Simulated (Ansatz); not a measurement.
# ClH3MgSi: the cost of one run

Method: PBE0-D4/def2-TZVP structures, single points in def2-TZVPP, no counterpoise correction; program: Ansatz 0.2.0, Gaussian basis.

Levels: SPW92, PBE-D4, BLYP-D4, r2SCAN-D4, B97M-V, PBE0-D4, B3LYP-D4, r2SCAN0-D4, BHLYP-D4, CAM-B3LYP-D4, wB97X-V, wB97M-V, B2PLYP, PBE-QIDH, RPA on PBE, Hartree-Fock, MP2, CCSD, CCSD(T).

Cores are frozen in the correlated methods. Filled d shells of the heavier atoms are correlated. The outer core shell of Li, Na, Mg and K is correlated. B3LYP uses VWN-RPA correlation. B2PLYP carries no dispersion term here.

94 further runs of the same task are left out: 94 set aside as unsound or not needed. Runs told in other sessions of the task aren't counted.

### Step 1. The starting structure

The complex: 8 atoms, charge 0, spin multiplicity 1.

Atoms are counted from 1 here; the program's logs count them from 0.

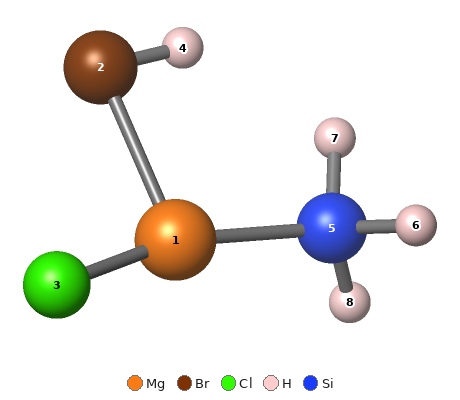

The starting geometry (magnesium orange, bromine brown, chlorine green, hydrogen pink, silicon blue); atoms are numbered from 1 in the order of the file.

Geometry (Å):

```xyz
8
charge 0, multiplicity 1
Mg   -0.7936   -1.1568   -0.5138
Br    0.2505   -1.7482    2.0693
Cl   -1.8479   -3.0583   -0.8678
H     0.8810   -0.4699    2.1523
Si    0.1903    1.2043   -0.7128
H     1.1573    1.4031   -1.8336
H     0.9725    1.5187    0.5326
H    -0.8101    2.3075   -0.8262
```

Its parts: ClH₃MgSi holds atoms 1, 3, 5, 6, 7, 8; HBr holds atoms 2, 4. Each part counts its atoms afresh in its own runs.

### Step 2. Relaxing ClH₃MgSi alone

relax-a/in.yaml reads:

```yaml
crystal:
  periodic: [false, false, false]
  atoms:
    - {symbol: Mg, position_ang: [-0.793579, -1.156813, -0.513811]}
    - {symbol: Cl, position_ang: [-1.847895, -3.058318, -0.867788]}
    - {symbol: Si, position_ang: [0.190333, 1.204258, -0.712812]}
    - {symbol: H, position_ang: [1.157318, 1.403107, -1.833615]}
    - {symbol: H, position_ang: [0.972514, 1.518658, 0.532570]}
    - {symbol: H, position_ang: [-0.810098, 2.307492, -0.826152]}
basis:
  gaussian: {orbitals: def2-TZVP}
hamiltonian: {xc: pbe0, dispersion: d4}
relax: {f_tol: 0.005, max_steps: 200}
```

Launch:

```bash
$ ansatz run in.yaml --threads 8 --pin off --events-out ev --progress --plain --max-ram 19148MiB
```

**Question.** How long does this run take on 8 threads of Arm Neoverse V1, shared host?

About 4.1 s.
